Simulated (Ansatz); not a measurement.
**CH9NSn: a changed input and its effect**

System: CH9NSn.
Method of run A: RKS B97M-V/def2-TZVPP (Ansatz 0.2.0).

The geometry comes from this level: PBE0-D4/def2-TZVP. Text and figures count atoms from 1; the logs count them from 0 in places.

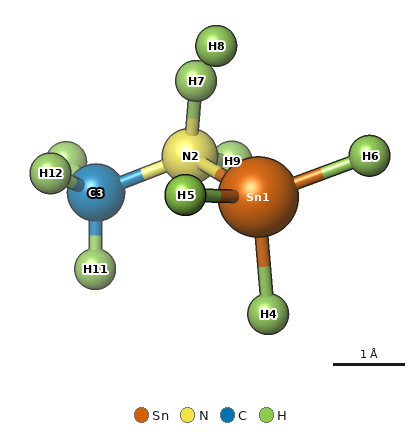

The input geometry (ball-and-stick view, seen at a tilt; atoms are numbered from 1 in the order of the input). Sticks mark near contacts. Bond lengths as drawn: C–H 1.09 Å, C–N 1.46 Å, H–N 1.02 to 1.25 Å, H–Sn 1.70 to 1.74 Å and N–Sn 2.18 Å.

The input, run A:
```yaml
crystal:
  periodic: [false, false, false]
  atoms:
    - {symbol: Sn, position_ang: [-0.573641, 1.177248, 0.862842]}
    - {symbol: N, position_ang: [0.166564, -0.742300, 0.155398]}
    - {symbol: C, position_ang: [0.158533, -0.984062, -1.281715]}
    - {symbol: H, position_ang: [-2.209338, 0.852287, 0.372342]}
    - {symbol: H, position_ang: [-0.050013, 2.493950, -0.076868]}
    - {symbol: H, position_ang: [-0.600281, 1.352199, 2.554237]}
    - {symbol: H, position_ang: [1.179831, -0.194466, 0.639303]}
    - {symbol: H, position_ang: [1.613809, 0.697903, 1.100059]}
    - {symbol: H, position_ang: [-0.194396, -1.539929, 0.672416]}
    - {symbol: H, position_ang: [0.640176, -1.934147, -1.525660]}
    - {symbol: H, position_ang: [-0.853577, -0.992787, -1.697975]}
    - {symbol: H, position_ang: [0.722433, -0.186096, -1.774378]}
basis:
  gaussian: {orbitals: def2-TZVPP}
hamiltonian: {xc: {name: B97M-V}}
```

Launched with:
```bash
ansatz run in.yaml --threads 4 --pin off --events-out ev --progress --plain --max-ram 9574MiB
```

Hardware: 4 threads of Arm Neoverse V2, 23 GiB of memory available, shared host.

Output (run A):
```
Functional definition: B97M-V
  parameter cx00 = 1.000
  parameter cx01 = 1.308
  parameter cx02 = 1.901
  parameter cx10 = 0.416
  parameter cx11 = 3.070
  parameter css00 = 1.000
  parameter css02 = -1.855
  parameter css10 = -5.668
  parameter css32 = -20.497
  parameter css42 = -20.364
  parameter cos00 = 1.000
  parameter cos01 = 1.573
  parameter cos03 = -6.298
  parameter cos10 = 2.535
  parameter cos32 = -6.427
  parameter b = 6.0
  parameter c = 0.01
  gx(w, u) = cx00 + cx01*u + cx02*u^2 + (cx10 + cx11*u)*w
  gss(w, u) = css00 + css02*u^2 + css10*w + (css32*w^3 + css42*w^4)*u^2
  gos(w, u) = cos00 + cos01*u + cos03*u^3 + cos10*w + cos32*w^3*u^2
  exchange = spin_sum(e_x_unif_s*gx(b97_w, b97_u_x))
  correlation = spin_sum(e_c_pw_mod_same_spin*gss(b97_w, b97_u_same))
      + integral(e_c_pw_mod_opposite_spin*gos(b97_w_opposite, b97_u_opposite)) + vv10(b, c)
1254 factors; their error is unknown
mean field evaluation 1: about -8495.0875 eV, gradient 6.1e1 eV
mean field evaluation 2: about -8469.4276 eV, gradient 1.1e2 eV
mean field evaluation 4: about -8503.4185 eV, gradient 7.9e0 eV
mean field evaluation 8: about -8503.5567 eV, gradient 2.5e-1 eV
mean field evaluation 16: about -8503.5348 eV, gradient 3.5e-4 eV
mean field -8503.53482427 eV, -312.4991408888 hartree, gradient 1.9e-5 eV, S^2 0.000000; 0 other end points of the search recorded, 0 dependent functions left out
reference -8503.53490257 eV, -312.4991437666 hartree; 22, 22 occupied and 216, 216 virtual orbitals, 1254 factors
Total energy: -8503.53490257 eV, -312.4991437666 hartree
```

The input of run B differs as follows (lines with − go, lines with + come):
```diff
-    - {symbol: Sn, position_ang: [-0.573641, 1.177248, 0.862842]}
-    - {symbol: N, position_ang: [0.166564, -0.742300, 0.155398]}
-    - {symbol: C, position_ang: [0.158533, -0.984062, -1.281715]}
-    - {symbol: H, position_ang: [-2.209338, 0.852287, 0.372342]}
-    - {symbol: H, position_ang: [-0.050013, 2.493950, -0.076868]}
-    - {symbol: H, position_ang: [-0.600281, 1.352199, 2.554237]}
-    - {symbol: H, position_ang: [1.179831, -0.194466, 0.639303]}
-    - {symbol: H, position_ang: [1.613809, 0.697903, 1.100059]}
-    - {symbol: H, position_ang: [-0.194396, -1.539929, 0.672416]}
-    - {symbol: H, position_ang: [0.640176, -1.934147, -1.525660]}
-    - {symbol: H, position_ang: [-0.853577, -0.992787, -1.697975]}
-    - {symbol: H, position_ang: [0.722433, -0.186096, -1.774378]}
+    - {symbol: Sn, position_ang: [-0.394086, 1.783219, 0.861787]}
+    - {symbol: N, position_ang: [0.217814, -1.098438, 0.253400]}
+    - {symbol: C, position_ang: [0.294868, -1.253271, -1.190280]}
+    - {symbol: H, position_ang: [-1.678526, 1.191331, -0.089829]}
+    - {symbol: H, position_ang: [-0.743802, 3.446923, 1.158171]}
+    - {symbol: H, position_ang: [-0.307657, 1.034178, 2.389449]}
+    - {symbol: H, position_ang: [1.090571, -1.360561, 0.694047]}
+    - {symbol: H, position_ang: [1.092954, 1.752780, 0.028949]}
+    - {symbol: H, position_ang: [-0.502182, -1.692767, 0.644534]}
+    - {symbol: H, position_ang: [0.517258, -2.271921, -1.532843]}
+    - {symbol: H, position_ang: [-0.653560, -0.944617, -1.635179]}
+    - {symbol: H, position_ang: [1.066447, -0.587056, -1.582207]}
```

How does run B compare with run A?

With the same method and basis, run B lies 43.0 kcal/mol lower.

Output (run B):
```
Functional definition: B97M-V
  parameter cx00 = 1.000
  parameter cx01 = 1.308
  parameter cx02 = 1.901
  parameter cx10 = 0.416
  parameter cx11 = 3.070
  parameter css00 = 1.000
  parameter css02 = -1.855
  parameter css10 = -5.668
  parameter css32 = -20.497
  parameter css42 = -20.364
  parameter cos00 = 1.000
  parameter cos01 = 1.573
  parameter cos03 = -6.298
  parameter cos10 = 2.535
  parameter cos32 = -6.427
  parameter b = 6.0
  parameter c = 0.01
  gx(w, u) = cx00 + cx01*u + cx02*u^2 + (cx10 + cx11*u)*w
  gss(w, u) = css00 + css02*u^2 + css10*w + (css32*w^3 + css42*w^4)*u^2
  gos(w, u) = cos00 + cos01*u + cos03*u^3 + cos10*w + cos32*w^3*u^2
  exchange = spin_sum(e_x_unif_s*gx(b97_w, b97_u_x))
  correlation = spin_sum(e_c_pw_mod_same_spin*gss(b97_w, b97_u_same))
      + integral(e_c_pw_mod_opposite_spin*gos(b97_w_opposite, b97_u_opposite)) + vv10(b, c)
1254 factors; their error is unknown
mean field evaluation 1: about -8497.4751 eV, gradient 6.0e1 eV
mean field evaluation 2: about -8484.3937 eV, gradient 9.3e1 eV
mean field evaluation 4: about -8505.3457 eV, gradient 5.7e0 eV
mean field evaluation 8: about -8505.4211 eV, gradient 8.2e-2 eV
mean field evaluation 16: about -8505.3994 eV, gradient 2.2e-4 eV
mean field -8505.39940249 eV, -312.5676628746 hartree, gradient 2.4e-5 eV, S^2 0.000000; 0 other end points of the search recorded, 0 dependent functions left out
reference -8505.39948348 eV, -312.5676658510 hartree; 22, 22 occupied and 216, 216 virtual orbitals, 1254 factors
Total energy: -8505.39948348 eV, -312.5676658510 hartree
```

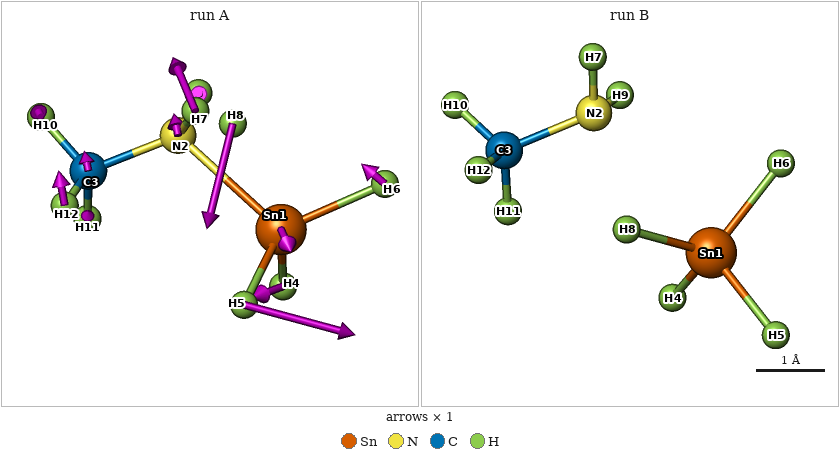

The two input geometries at one scale (ball-and-stick view, seen at a tilt). The pink arrows on the first give the shifts of the atoms after the best rigid fit, at true length. The atom that moves furthest after the best rigid fit is H5 (1.72 Å). Largest moves by element: H 1.72 Å, Sn 0.62 Å, N 0.37 Å, C 0.32 Å. Among the contacts that change: Sn1–N2 2.176 → 3.008 Å, Sn1–H8 2.252 → 1.705 Å, N2–H7 1.249 → 1.012 Å, Sn1–H4 1.738 → 1.705 Å.

The two runs side by side:

```csv
quantity,run A,run B
outcome,converged,converged
total energy (hartree),−312.499144,−312.567666
basis functions,238,238
wall time (shared host),9 s,8.5 s
```
